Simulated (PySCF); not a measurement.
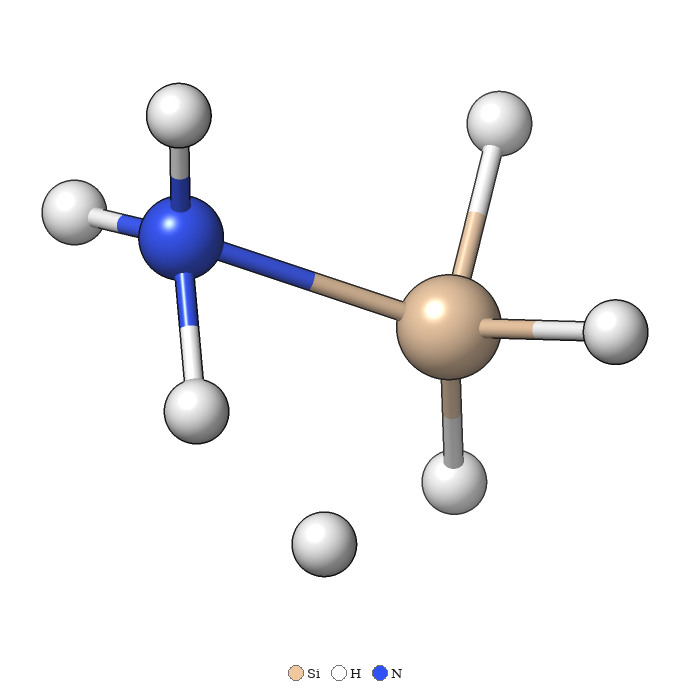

The computed structure is the end point of a PBE0-D4/def2-TZVP saddle-point search. Level of theory: RKS PBE0-D4/def2-SVP, density fitting (PySCF 2.14.0).

What does the calculation give?

The species is H₇NSi.
- dispersion correction: −10.4 kJ/mol
